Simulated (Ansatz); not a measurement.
Base system: Li₂S in the anti-fluorite structure (space group Fm-3m, No. 225; a = 5.7057 Å).

Now apply this change: the cell is scaled by 1.0200 in all directions, atoms relaxed at fixed cell.

The values are results of Ansatz (a first-principles code) PBE, scalar-relativistic without spin-orbit coupling, not measurements.

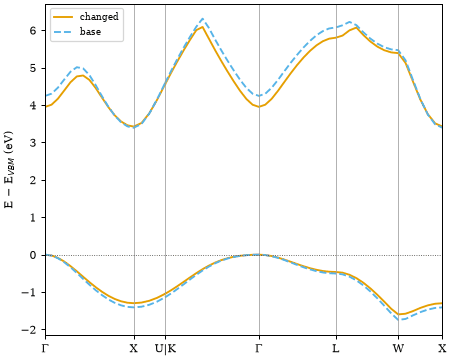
Highest valence and lowest conduction band along the path, each from its own valence-band maximum

From the figure, how large is the changed gap, and is it direct?

About 3.4 eV, indirect, Γ → X.

The cells carry an imposed strain or load. Stability against distortions was not tested.
